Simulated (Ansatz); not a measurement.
```yaml
atoms:
  - { symbol: Al, position_ang: [0.0836, -0.0776, 0.1417] }
  - { symbol: Cl, position_ang: [0.0168, 0.5398, 2.2074] }
  - { symbol: Cl, position_ang: [1.8523, 0.4498, -0.9131] }
  - { symbol: H, position_ang: [-1.2963, -0.1647, -0.6426] }
  - { symbol: O, position_ang: [0.3808, -2.0157, 0.6087] }
  - { symbol: H, position_ang: [-0.4022, -2.5708, 0.4022] }
  - { symbol: H, position_ang: [0.5001, -2.0430, 1.5867] }
```

Method: Ansatz 0.2.0, RKS PBE-D4/6-31G*.

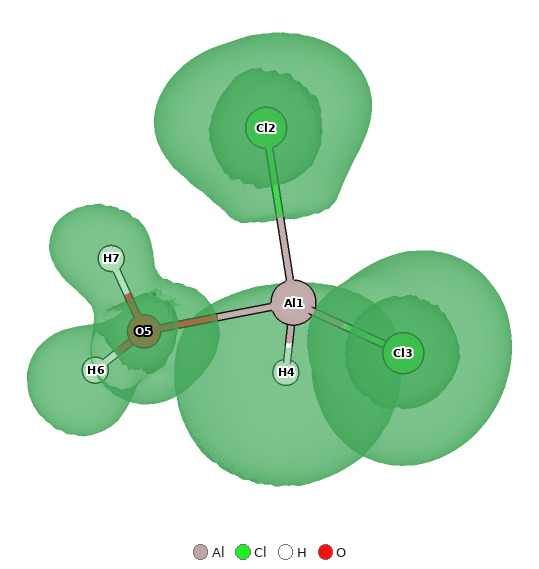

AlCl2H3O. Isosurface of the electron localisation function at 0.75 (green), seen across its widest extent. Only the valence region is drawn (cores and ρ < 0.01 e/Å³ removed).

### Where are the electrons localised?

At this value the surface marks out one region around a hydrogen nucleus, two regions on Cl in which the atom's valence shell and bonds are merged and one joined region spread over several atoms (H, O), in which their bonds and any lone pairs are merged.

Values along the shortest contacts:
Al–O (2.02 Å): the ELF peaks at about 0.90 in the valence shell of O, 0.7 Å from its nucleus, and is about 0.45 at the midpoint. Al–Cl (2.13 Å): the ELF peaks at about 0.85 in the valence shell of Cl, 0.9 Å from its nucleus, and is about 0.80 at the midpoint.
